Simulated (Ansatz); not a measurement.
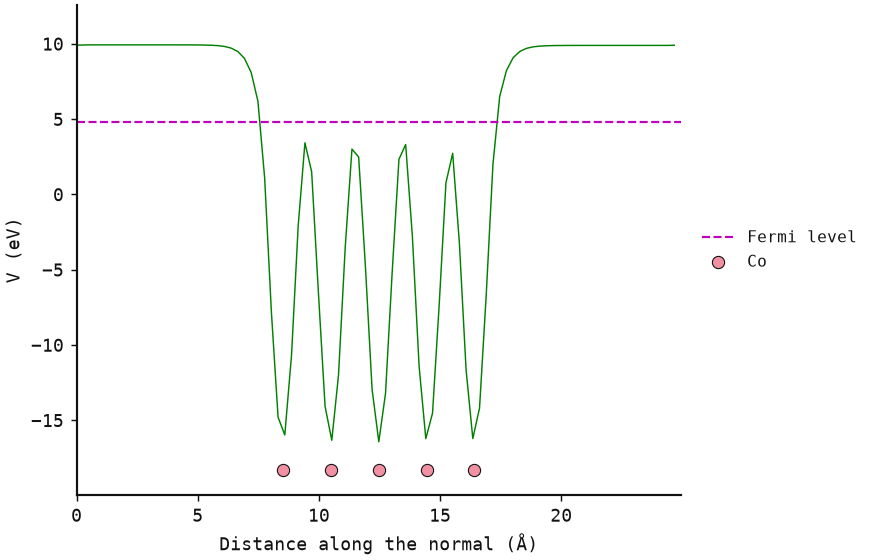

Plane-averaged electrostatic potential energy of an electron across the slab; circles at the bottom mark the heights of the atoms (positions after relaxation).

System: a (001) slab cut from Co (P6_3/mmc), 5 atoms in the cell; a = 2.46 Å, b = 2.46 Å, c = 24.94 Å, α = 90.00°, β = 90.00°, γ = 120.00°.

Ansatz; DFT PBEsol, scalar-relativistic, plane waves, PAW, spin-polarised, 12×12×1 k mesh, 420 eV cutoff, Gaussian smearing of 0.1 eV.

Q: Read off the work function of each face.

A: The work function is 5.09 eV, the same on both faces. The two vacuum levels agree, so the slab has no net dipole along its normal.

Q: How thick are slab and vacuum?

A: The outermost atoms are 7.9 Å apart, which leaves 17.0 Å of vacuum in a cell 24.9 Å high.
